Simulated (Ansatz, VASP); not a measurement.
# Hg2Ge in two plane-wave programs

Aim: how closely do two programs agree when they are given the same cell, functional and k mesh? The cell is generated by rule, not measured, and may not be a known phase. The cell is taken from a series of VASP runs on this material, whose earlier steps may have relaxed, scaled or displaced it; both programs get it as it stands. Valence electrons are named where the data sets of a main pair hold unlike numbers.

Program: Ansatz 0.2.0. Level of theory: plane waves, with VASP 6.6.1 beside it; band structure at LDA, spin-orbit coupling. Results are calculated unless marked as measured.

The structure was built from a prototype and need not be the compound's stable phase.

**1. The starting structure**

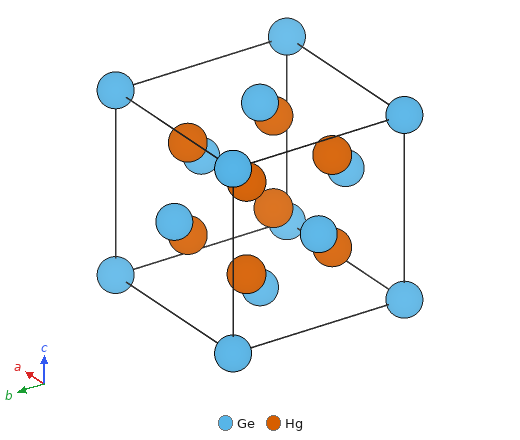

The cell as given, from a free direction (germanium blue, mercury orange). This picture shows the conventional cell, with its axes. Some periodic images of atoms are drawn too.

Coordinates:

```cif
data_structure
_symmetry_space_group_name_H-M 'P 1'
_symmetry_Int_Tables_number 1
_cell_length_a 4.2891
_cell_length_b 4.2891
_cell_length_c 4.2891
_cell_angle_alpha 60.000
_cell_angle_beta 60.000
_cell_angle_gamma 60.000
_cell_volume 55.79
loop_
_atom_site_label
_atom_site_type_symbol
_atom_site_fract_x
_atom_site_fract_y
_atom_site_fract_z
_atom_site_occupancy
Ge1 Ge 0.00000 0.00000 0.00000 1
Hg2 Hg 0.25000 0.25000 0.25000 1
Hg3 Hg 0.75000 0.75000 0.75000 1
```

**2. Ansatz: band structure, LDA, spin-orbit coupling**

Ansatz runs on its fully relativistic PAW (standard-fr) files.

With cell and atoms fixed, the geometry can't cause a difference; cores, projectors, grids and the points listed under the comparison can.

input.yaml

```yaml
crystal:
  lattice:
    - [0.0, 3.03282, 3.03282]
    - [3.03282, 0.0, 3.03282]
    - [3.03282, 3.03282, 0.0]
  atoms:
    - { symbol: Ge, position: [0.0, 0.0, 0.0] }
    - { symbol: Hg, position: [0.25, 0.25, 0.25] }
    - { symbol: Hg, position: [0.75, 0.75, 0.75] }
hamiltonian:
  xc: lda
  pseudopotentials: { kind: paw_fr }
magnetization:
  noncollinear: true
  spin_orbit: true
kpoints:
  mp_grid: { grid: [8, 8, 8] }
  band_path:
    path:
      - [0.0, 0.0, 0.0]
      - [0.16667, 0.0, 0.16667]
      - [0.33333, 0.0, 0.33333]
      - [0.5, 0.0, 0.5]
      - [0.5, 0.08333, 0.58333]
      - [0.5, 0.18333, 0.68333]
      - [0.5, 0.25, 0.75]
      - [0.45, 0.3, 0.75]
      - [0.40833, 0.34167, 0.75]
      - [0.35, 0.35, 0.7]
      - [0.225, 0.225, 0.45]
      - [0.075, 0.075, 0.15]
      - [0.03333, 0.03333, 0.03333]
      - [0.23333, 0.23333, 0.23333]
      - [0.4, 0.4, 0.4]
      - [0.51667, 0.46667, 0.51667]
      - [0.55833, 0.38333, 0.55833]
      - [0.60833, 0.28333, 0.60833]
      - [0.60833, 0.25, 0.64167]
      - [0.55833, 0.25, 0.69167]
      - [0.51667, 0.25, 0.73333]
      - [0.5, 0.3, 0.7]
      - [0.5, 0.38333, 0.61667]
      - [0.5, 0.48333, 0.51667]
      - [0.475, 0.475, 0.55]
      - [0.425, 0.425, 0.65]
      - [0.38333, 0.38333, 0.73333]
      - [0.59167, 0.18333, 0.59167]
      - [0.55, 0.1, 0.55]
      - [0.5, 0.0, 0.5]
    npoints: 1
scf:
  occupations: { method: gaussian, width: 0.02 }
  n_extra_bands: 14
output:
  forces: true
  stress: true
  eigenvalues: true
```

The run is started by

```console
> ansatz run input.yaml --threads 2 --pin off --max-ram 4608MiB --backend cpu --events-out ev --progress --plain --runs-dir out
```

Numbers of over 12 decimals in the logs are rounded to 6 here.

Log:

```text
scf.n_extra_bands = 14 over 54 filled bands (N_el = 54.0): the run solves 68 bands
Engine: ansatz 0.2.0, aarch64-unknown-linux-gnu
Pseudopotentials: kind: paw_fr
Pseudopotential: Ge, paw_fr, valence charge 14, recommended cutoff 420 eV (normal), Ge.paw.azcp#standard-fr
Pseudopotential: Hg, paw_fr, valence charge 20, recommended cutoff 420 eV (normal), Hg.paw.azcp#standard-fr
Functional definition: SPW92
  exchange = slater_x
  correlation = pw_c
non-collinear run that drives no moment, with spin-orbit: no starting moment large enough to seed its density (crystal.atoms[].spin), no starting occupations that ask for one, no magnetisation constraint and no magnetic field, so the semilocal B_xc is pinned to zero
Crystal: 3 atoms, lattice volume = 55.792 Å³
Basis set: ecut = 420 eV, 1067 PW (Γ)
Bands: 68, of which v1, the nominal top of the filled ones, is band 54 counted from 1 (53 counted from 0)
Symmetry: 48 space group operations + 48 with time reversal
Magnetic group: BNS 225.117 (UNI 1619), of the structure as read, at distance tolerance 3.8e-5 Å
k-points: 29 of 512
Projection manifold: j_resolved (fully-relativistic pseudo-atomic orbitals)
Non-local potential: Ge, projectors of the file, l = 0: 2, l = 1: 4, l = 2: 6, l = 3: 2
Non-local potential: Hg, projectors of the file, l = 0: 3, l = 1: 4, l = 2: 4, l = 3: 2
PAW form: soft (Blöchl's): semilocal exchange-correlation on the pseudo side does not see the compensation charge
PAW frozen core: Ge, regenerated for the run's functional, and the local potential with it (the file was generated under x = pbe(κ = 0.804, μ = 0.219515), c = pbe(β = 0.066725))
PAW frozen core: Hg, regenerated for the run's functional, and the local potential with it (the file was generated under x = pbe(κ = 0.804, μ = 0.219515), c = pbe(β = 0.066725))
PAW one-centre angular grid: Ge, 590 points (default); XC on 64 Gauss nodes
PAW one-centre angular grid: Hg, 590 points (default); XC on 64 Gauss nodes
Initial density: superposition of atomic densities (chi_scale 0.1, normalization cell, long waves kept (reshape's long-wave potential 0.00 eV rms))
Initial wavefunctions: pseudopotential atomic-orbital guess
Functional: x = slater, c = lda
SCF iter   1: F=—  HF=-31338.300221 eV  |F-HF|=—  |Δ(HF+E_count)|=         —  Δρ=4.68e-2  dr2=1.80e0  dr2_m=0.00e0 (ungated)  ethr=3.10e-3  |M|=0.00e0 ∫|m|=0.00e0 μB  |m|>n=0.0e0 m-floor=0.0e0 τ_xc=0.0e0  β_m=0.30  ⟨swp⟩=6.1  Hψ=4242  notcnv=0  defer=40
preconditioner: auto → none  [insulator: Δε(μ)=0.061 eV  Ē_g=17.579 eV  σ=0.020 eV  W_gap=0.87  n_scr=14 (ndim 8)  ℏωp=30.6 eV  f_vac=0.039  D(μ)=0.49/eV (n_scr^D=0)  ε∞_Penn≈4.0]
SCF iter   2: F=—  HF=-31337.763181 eV  |F-HF|=—  |Δ(HF+E_count)|=   5.37e-1  Δρ=1.65e-2  dr2=1.48e-1  dr2_m=0.00e0 (ungated)  ethr=3.10e-3  |M|=0.00e0 ∫|m|=0.00e0 μB  |m|>n=0.0e0 m-floor=0.0e0 τ_xc=0.0e0  β_m=0.36  ⟨swp⟩=2.3  Hψ=1503  notcnv=0  defer=234
preconditioner: auto → Kerker (q_TF=auto, 2.713 Å⁻¹)  [metal: Δε(μ)=0.009 eV  Ē_g=17.706 eV  σ=0.020 eV  W_gap=0.24  n_scr=14 (ndim 8)  ℏωp=30.6 eV  f_vac=0.043  D(μ)=1.68/eV (n_scr^D=14)]
spin=Noncollinear: Kerker preconditioning applied to the charge; magnetization (m_x, m_y, m_z) channels mix plain (no charge-response kernel on spin).
SCF iter   3: F=—  HF=-31337.715096 eV  |F-HF|=—  |Δ(HF+E_count)|=   4.81e-2  Δρ=8.80e-3  dr2=1.96e-2  dr2_m=0.00e0 (ungated)  ethr=2.74e-4  |M|=0.00e0 ∫|m|=0.00e0 μB  |m|>n=0.0e0 m-floor=0.0e0 τ_xc=0.0e0  β_m=0.58  ⟨swp⟩=2.0  Hψ=1366  notcnv=0  defer=238
SCF iter   4: F=—  HF=-31337.706600 eV  |F-HF|=—  |Δ(HF+E_count)|=   8.50e-3  Δρ=2.08e-3  dr2=2.07e-3  dr2_m=0.00e0 (ungated)  ethr=3.63e-5  |M|=0.00e0 ∫|m|=0.00e0 μB  |m|>n=0.0e0 m-floor=0.0e0 τ_xc=0.0e0  β_m=0.57  ⟨swp⟩=2.1  Hψ=1825  notcnv=0  defer=246
SCF iter   5: F=—  HF=-31337.706152 eV  |F-HF|=—  |Δ(HF+E_count)|=   4.48e-4  Δρ=9.12e-4  dr2=5.01e-4  dr2_m=0.00e0 (ungated)  ethr=3.84e-6  |M|=0.00e0 ∫|m|=0.00e0 μB  |m|>n=0.0e0 m-floor=0.0e0 τ_xc=0.0e0  β_m=0.79  ⟨swp⟩=2.0  Hψ=1243  notcnv=0  defer=246
SCF iter   6: F=—  HF=-31337.706031 eV  |F-HF|=—  |Δ(HF+E_count)|=   1.21e-4  Δρ=1.91e-4  dr2=3.72e-5  dr2_m=0.00e0 (ungated)  ethr=9.28e-7  |M|=0.00e0 ∫|m|=0.00e0 μB  |m|>n=0.0e0 m-floor=0.0e0 τ_xc=0.0e0  β_m=0.89  ⟨swp⟩=2.0  Hψ=1410  notcnv=0  defer=246
SCF iter   7: F=—  HF=-31337.706020 eV  |F-HF|=—  |Δ(HF+E_count)|=   1.11e-5  Δρ=9.28e-5  dr2=1.09e-5  dr2_m=0.00e0 (ungated)  ethr=6.90e-8  |M|=0.00e0 ∫|m|=0.00e0 μB  |m|>n=0.0e0 m-floor=0.0e0 τ_xc=0.0e0  β_m=0.95  ⟨swp⟩=2.3  Hψ=1465  notcnv=0  defer=246
SCF iter   8: F=—  HF=-31337.706019 eV  |F-HF|=—  |Δ(HF+E_count)|=   5.44e-7  Δρ=1.82e-5  dr2=2.51e-7  dr2_m=0.00e0 (ungated)  ethr=2.02e-8  |M|=0.00e0 ∫|m|=0.00e0 μB  |m|>n=0.0e0 m-floor=0.0e0 τ_xc=0.0e0  β_m=0.97  ⟨swp⟩=2.0  Hψ=1112  notcnv=0  defer=246
SCF iter   9: F=-31337.706019 eV  HF=-31337.706019 eV  |F-HF|=8.66e-10  |Δ(HF+E_count)|=   1.80e-9  Δρ=2.84e-6  dr2=2.85e-9  dr2_m=0.00e0 (ungated)  ethr=1.85e-10  |M|=0.00e0 ∫|m|=0.00e0 μB  |m|>n=0.0e0 m-floor=0.0e0 τ_xc=0.0e0  ⟨swp⟩=9.7  Hψ=4426  notcnv=0
SCF 1 converged in 9 iterations: F = -31337.706019 eV  dr2 = 2.85e-9
  greatest PAW one-centre occupation: 1.000 electrons in one spin orbital (limit 2), on the Hg atom at site 2 (counted from 0), in its partial waves of l = 0
NSCF: frozen V_eff on 30 k-points
SCF converged after 9 iterations
Magnetization: |M| = 0.0000 μB,  M = (+0.0000, +0.0000, +0.0000) μB
Absolute magnetization: 0.0000 μB (∫|m|)
  site 0: m = (+0.0000, +0.0000, +0.0000) μB, |m| = 0.0000 μB  (R = 1.08 Å)
  site 1: m = (+0.0000, +0.0000, +0.0000) μB, |m| = 0.0000 μB  (R = 1.08 Å)
  site 2: m = (+0.0000, +0.0000, +0.0000) μB, |m| = 0.0000 μB  (R = 1.08 Å)
Free energy (F): -31337.706019 eV
Harris-Foulkes:  -31337.706019 eV  (|F-HF|=8.66e-10)
Internal energy: -31337.705808 eV  (E = F + TS)
E sigma→0 (E₀):  -31337.705913 eV
Entropy (-TS):   -0.000212 eV (-0.071 meV/atom)
Fermi energy:    17.333177 eV
--- Per-component energies (eV) ---
  E_band       = -779.455569
  E_kinetic    = 1332.403378
  E_local      = -6879.618847  (includes V_loc(G=0)·N_el)
  E_nonlocal   = 548.285309
  E_hartree    = 3006.095464
  E_xc         = -520.882323
  E_vxc        = -599.229383  (∫ρ·V_xc dr)
  E_paw        = -21305.773382  (= ΣΔE_a)
  E_vpaw       = -1193.489150  (= ΣTr[D̂ρ^β])
  E_aug_tail   = 0.001880  (compensation charges beyond the density's cutoff)
  E_ewald      = -7521.302414
  E_core_change = 3.085127  (= ΣΔE_core)
  E_smearing   = -0.000212  (= −TS)
  E_closure    = 0.000000  (closes the sum)
  Σ components = -31337.706019   (vs F -31337.706019, Δ=0.00e0)
--- Forces (eV/Å), atoms counted from 1 ---
  atom   1  Ge    -0.00000000     0.00000000    -0.00000000
  atom   2  Hg    -0.00000000     0.00000000    -0.00000000
  atom   3  Hg     0.00000000     0.00000000    -0.00000000
  max |Σ_I F_I| component: 1.85e-17 eV/Å
--- Stress (GPa, compression-positive) ---
       20.774351      -0.000000      -0.000000
        0.000000      20.774351       0.000000
       -0.000000      -0.000000      20.774351
  P = ⅓ Tr σ = 20.7744 GPa (207.744 kbar)
--- Band table (eV; the first three rows and the last of 29) ---
  k-point 0: bands = [... 50 lower, 17.8067, 17.8067, 18.7550, 18.7550, 19.1841, 19.1841, 19.1841, 19.1841, ... 10 higher]
  k-point 1: bands = [... 50 lower, 16.9097, 16.9097, 18.0948, 18.0948, 18.5728, 18.5728, 19.3943, 19.3943, ... 10 higher]
  k-point 2: bands = [... 50 lower, 16.5337, 16.5337, 17.6669, 17.6669, 17.9798, 17.9798, 20.0315, 20.0315, ... 10 higher]
  k-point 28: bands = [... 50 lower, 12.5319, 12.5319, 12.8970, 12.8970, 20.4164, 20.4164, 20.4395, 20.4395, ... 10 higher]
```

Wall time 24 s (2 threads of Arm Neoverse V1, shared host); peak memory 0.57 GiB; 45 s of CPU time.

Reading the cycles: dr2 is the Hartree energy of the density residual (eV), the measure of convergence; HF is the Harris–Foulkes estimate of the energy, which meets the free energy F at convergence.

(Part 1 of 2 ends here.)

[Lines on the potential files, build, host, timing and source positions are cut from VASP's logs without a mark.]

[Logs are printed without paths, hosts, clocks, repeated set-up lines and the standing remarks that a program may print on its own settings, such as how far it seeks lower states.]

[Hosts, paths, dates, database ids (printed as entryN), source tags and the programs' standing remarks are cut or masked in the printed files.]
